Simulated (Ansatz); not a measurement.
## Electronic structure of C$_{3}$H$_{8}$FNSi (SMILES CC=C(F)[SiH2]N) in real space

```
atom    x (Å)    y (Å)    z (Å)
   C  -2.1317   1.0266  -1.0616
   C  -0.7058   0.6665  -0.8294
   C  -0.2580  -0.3214  -0.0603
   F  -1.1629  -1.0978   0.6101
  Si   1.5421  -0.7929   0.2265
   N   2.0946  -0.7307   1.8552
   H  -2.8062   0.3671  -0.5171
   H  -2.3279   2.0564  -0.7476
   H  -2.3774   0.9689  -2.1262
   H   0.0528   1.2589  -1.3341
   H   1.7440  -2.1952  -0.2202
   H   2.3132   0.1652  -0.6094
   H   1.9573  -1.5287   2.4579
   H   2.0529   0.1280   2.3849
```

Method: RKS PBE0/def2-mTZVP (Ansatz 0.2.0).

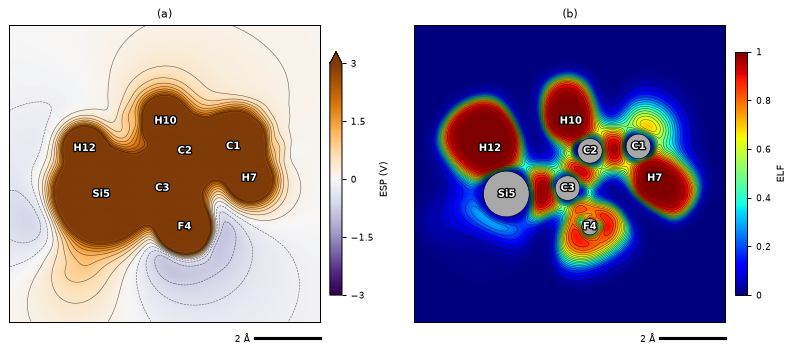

Figure 1. (a) molecular electrostatic potential; (b) ELF on the plane of atoms C1, C2 and H10. Grey discs cover the atomic cores in the ELF map.

> Interpret the plot.

Atoms in the plane: C, F, Si and H.
C–C (1.33 Å): the ELF peaks at about 0.95 between the atoms (a multiple bond).
C–F (1.37 Å): the ELF peaks at about 0.80 between the atoms (a shared but strongly polarised pair).
C–Si (1.88 Å): the ELF peaks at about 1 between the atoms: localised, covalent bonding.
C–C (1.49 Å): the ELF peaks at about 0.95 between the atoms; a shared electron pair.
C–H (1.09 Å): the ELF climbs to about 1 towards the hydrogen, as it does in any bond to H: an ordinary covalent bond to hydrogen.
The ELF also peaks beside F4, away from the bonds: lone-pair regions.
Outside the dense part of the molecule the potential is most negative (−0.9 V) near F4.

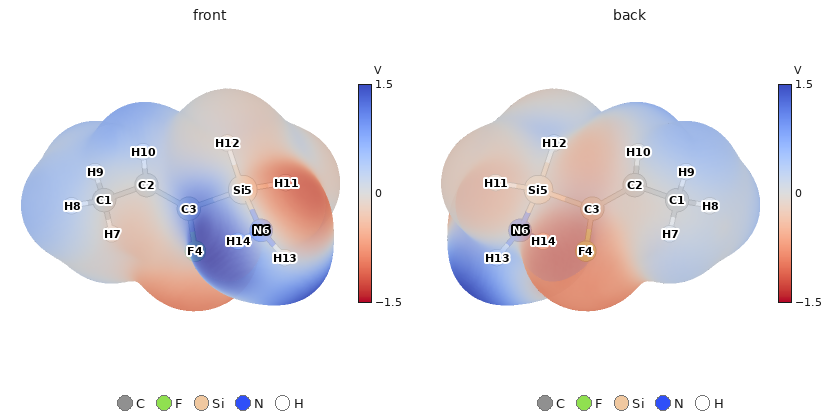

Figure 2. The electrostatic potential painted on the density surface at 0.001 e/bohr³, seen from the front and from behind; the colour scale runs from red (negative) to blue (positive).

> Which sites attract a positive test charge, and which a negative one?

A positive charge is drawn to the negative regions and a negative charge to the positive ones. The most negative region (about −1.1 V) lies over N6, the most positive (about +1.4 V) over H13 and H14. N6 is the likeliest acceptor of a hydrogen bond.

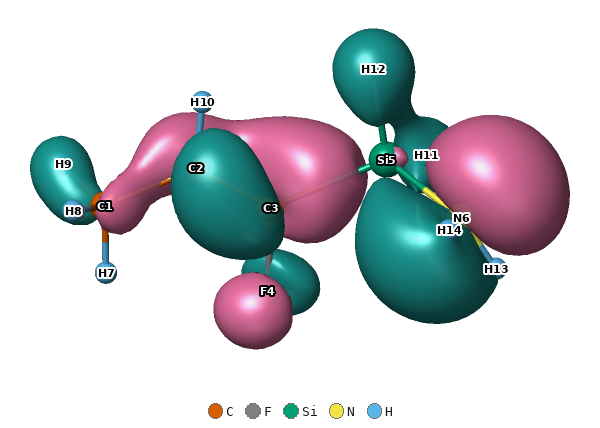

Figure 3. The HOMO−1 at ±0.08 Å⁻³ᐟ² (teal and pink are the two phases), seen across its widest extent.

> Describe this orbital and give its energy.

By Hirshfeld shares it lies mainly on N6 (about 45 %), C3 (about 15 %), Si5 (about 10 %) and C2 (about 10 %). Its energy is −7.53 eV.
